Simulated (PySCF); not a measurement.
**CH$_{12}$OSi$_{4}$: density, localisation and related maps**

The calculation's input:

```
{"job": {"kind": "uv", "xc": "CAM-B3LYP", "basis": "def2-SVPD", "nstates": 8, "ntriplets": 3}, "charge": 0, "multiplicity": 1}
C      1.591276     1.596613    -0.712308
Si     2.125641    -0.141623    -0.168654
Si     0.439572    -1.026736     1.156400
O      0.847352    -2.534501     1.657257
Si    -1.683899    -1.046475     0.187961
Si    -2.503245     1.013175    -0.457122
H      0.662181     1.569886    -1.275841
H      1.432044     2.245769     0.144446
H      2.342433     2.064364    -1.341058
H      3.455017    -0.023393     0.454102
H      2.370159    -0.930118    -1.394314
H      0.395641    -0.403726     2.486813
H      0.920786    -3.275102     1.064604
H     -1.654257    -1.936703    -0.995449
H     -2.680234    -1.725131     1.037342
H     -2.168039     1.322846    -1.849897
H     -1.942561     2.100894     0.351800
H     -3.958627     1.136280    -0.357736
```

Launched as:

```sh
OMP_NUM_THREADS=1 python probes_run.py task.json out
```

Geometry: GFN2-xTB.

These are results of PySCF 2.14.0, CAM-B3LYP/def2-SVPD, SCF density, gas phase, not measurements.

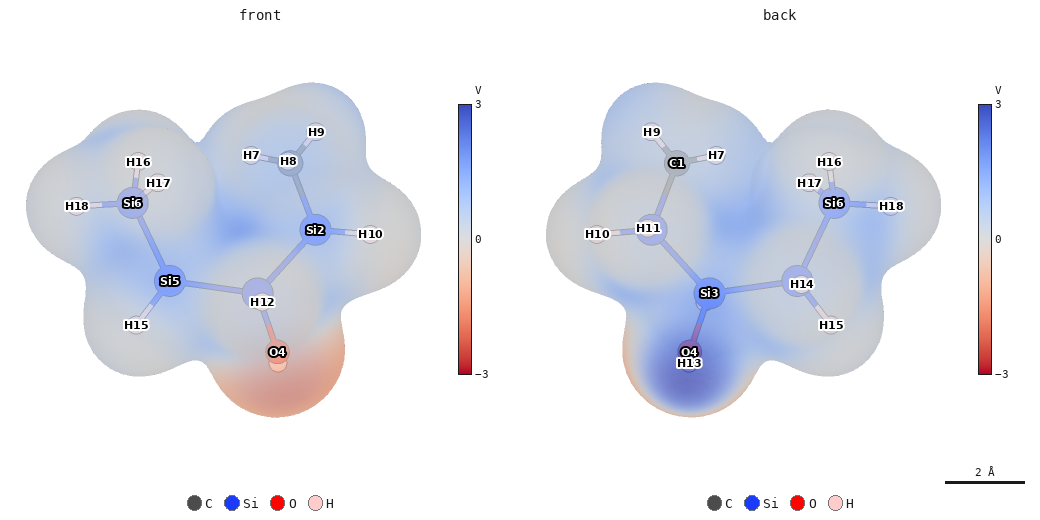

Figure 1. The electrostatic potential painted on the density surface at 0.002 e/bohr³, seen from the front and from behind; red is negative and blue positive.

Which sites attract a positive test charge, and which a negative one?

Answer. A positive charge is drawn to the negative regions and a negative charge to the positive ones. The most negative region (about −1.4 V) lies over O4, the most positive (about +2.5 V) over H13. O4 is the likeliest acceptor of a hydrogen bond.

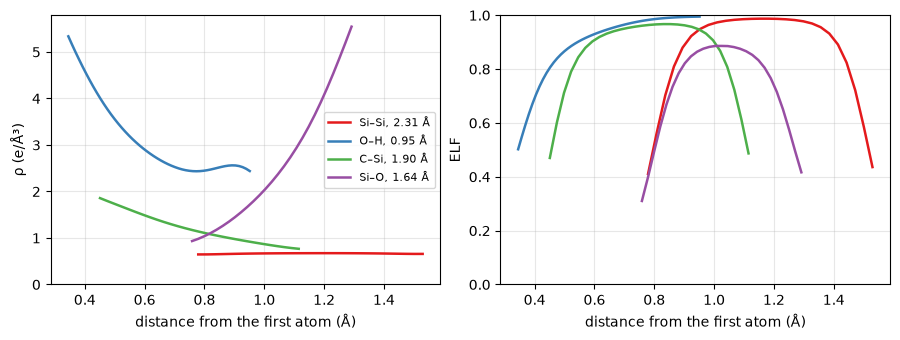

Figure 2. Electron density and electron localisation function along straight lines between neighbouring atoms. The curves leave out the atomic cores.

What kind of bonding do the profiles show?

Answer. Si–Si (2.31 Å): ρ is about 0.67 e/Å³ halfway; the ELF peaks at about 1 between the atoms, as expected for a covalent bond.
O–H (0.95 Å): ρ at the midpoint is about 3.8 e/Å³; the ELF climbs to about 1 towards the hydrogen, as it does in any bond to H; a covalent bond by its length.
C–Si (1.90 Å): ρ at the midpoint is about 0.92 e/Å³; the ELF peaks at about 0.95 between the atoms (localised, covalent bonding).
Si–O (1.64 Å): ρ at the midpoint is about 1.1 e/Å³; the ELF peaks at about 0.90 between the atoms, as expected for a polar covalent bond.
